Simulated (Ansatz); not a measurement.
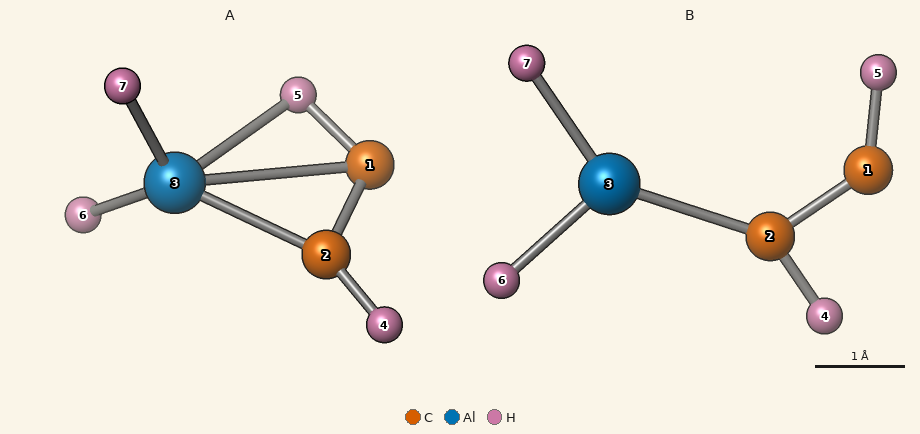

Two geometries of C2H4Al (charge −1), drawn at one scale. One is the start of a relaxation, the other its converged end. A ball-and-stick model, seen face on.

The calculation used RKS r2SCANh-D4/def2-SVP (Ansatz 0.2.0). Set-up: no spin polarisation; force threshold 0.02 eV/Å; at most 50 steps.

Q: Which of the two is the end point?

A: Structure A is the relaxed one. The run prepares an end point of a later path (hydrogen shift) calculation, from a guessed geometry. After 16 accepted moves (17 points after the start) the energy has fallen by 2.137 eV. The largest force component goes from 3.2 to 0.012 eV/Å. The line search rejected the trial step at point 14 of the run. The atom that moves furthest after the best rigid fit is H5 (1.55 Å). Largest moves by element: H 1.55 Å, C 0.54 Å, Al 0.29 Å. Near-neighbour distances that change, for instance: Al3–H5 3.286 → 1.939 Å, C1–Al3 2.930 → 2.279 Å, C1–H5 1.106 → 1.179 Å, Al3–H7 1.656 → 1.622 Å. Bond angles that change, for instance: C1–C2–Al3 127.9° → 87.3°, C1–C2–H4 89.6° → 121.2°, C2–Al3–H7 142.6° → 123.4°. Groups turn about C2–Al3 by about 90°.

Limits of the set-up: the basis has no diffuse functions, which an anion needs.
